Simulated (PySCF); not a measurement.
C7H12BP (SMILES [BH3-][P+]1(C=C)C=CCC=C1)

Input

```
{"job": {"kind": "nmr", "xc": "PBE0", "basis": "pcSseg-1"}, "charge": 0, "multiplicity": 1}
B      1.330334     1.813025    -1.170651
P      0.663576     0.386086    -0.059112
C      1.970832    -0.491407     0.841771
C      2.059651    -1.803807     0.983039
C     -0.463102     0.846085     1.270413
C     -1.768085     0.617333     1.214463
C     -2.483416    -0.074369     0.096596
C     -1.631995    -0.967118    -0.750366
C     -0.310932    -0.901032    -0.853499
H      1.933502     2.508399    -0.411202
H      0.363106     2.330186    -1.634934
H      2.022741     1.269474    -1.975110
H      2.734425     0.168608     1.237643
H      2.884894    -2.266681     1.501573
H      1.311088    -2.470611     0.586586
H     -0.018340     1.364840     2.110156
H     -2.406925     0.945516     2.025940
H     -2.938351     0.687571    -0.550099
H     -3.312520    -0.658769     0.509251
H     -2.181620    -1.716163    -1.308978
H      0.232219    -1.570223    -1.509248
```

Command:

```sh
OMP_NUM_THREADS=1 python probes_run.py task.json out
```

Geometry: GFN2-xTB.

Method: PBE0/pcSseg-1, SCF density, gas phase, non-relativistic (PySCF).

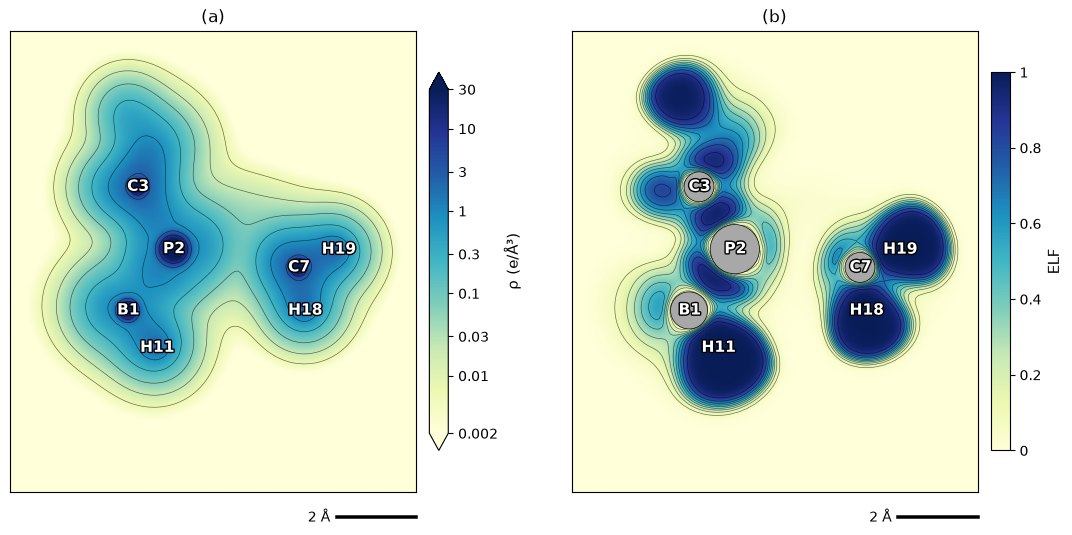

Figure 1. (a) total electron density; (b) electron localisation function on the plane of atoms H18, C7 and H19. Grey discs cover the atomic cores in the ELF map.

> Read the bonding off the picture.

- Atoms in the plane: B, P, C and H.
- C–P (1.81 Å): the density is about 1.2 e/Å³ at the midpoint; the ELF peaks at about 0.95 between the atoms (a shared electron pair).
- B–P (1.93 Å): ρ is about 0.93 e/Å³ halfway, with its minimum of 0.77 e/Å³ about 0.6 Å from B; the ELF peaks at about 0.95 between the atoms; a shared electron pair.
- C–H (1.10 Å): the density is about 1.9 e/Å³ at the midpoint; the ELF climbs to about 1 towards the hydrogen, as it does in any bond to H; a covalent bond by its length.
- B–H (1.19 Å): ρ at the midpoint is about 1.2 e/Å³; the ELF climbs to about 1 towards the hydrogen (a covalent bond by its length).

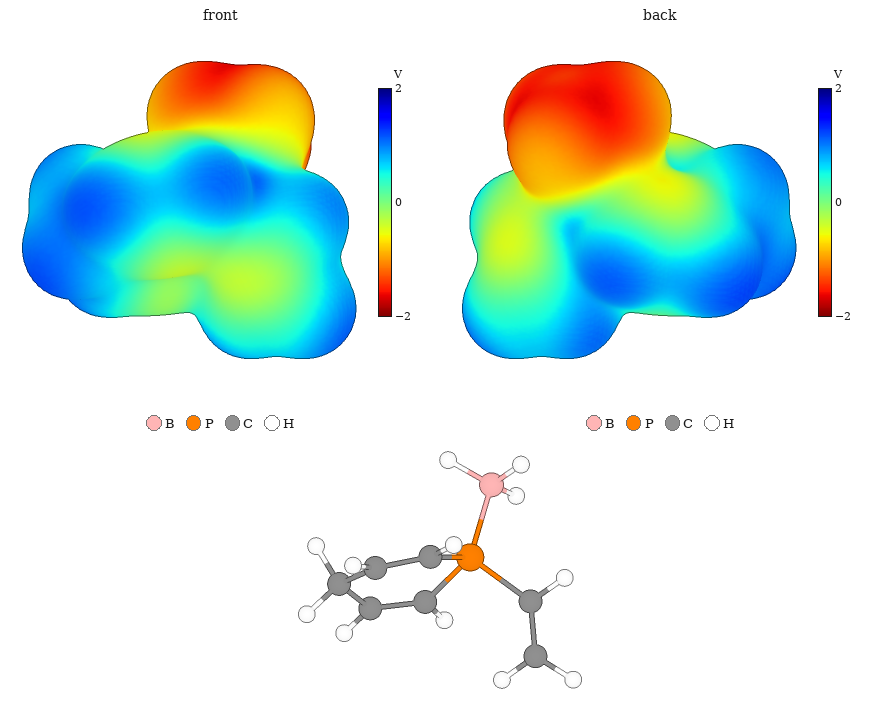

Figure 2. The electrostatic potential painted on the density surface at 0.002 e/bohr³, seen from the front and from behind; red is negative and blue positive. The bare structure is drawn below in the same view.

> Where is the surface potential most negative and most positive?

The most negative region (about −1.6 V) lies over H10, the most positive (about +1.2 V) over H17, H19 and H20.

> How polar is the molecule by this calculation?

Its dipole moment is 5.60 D.
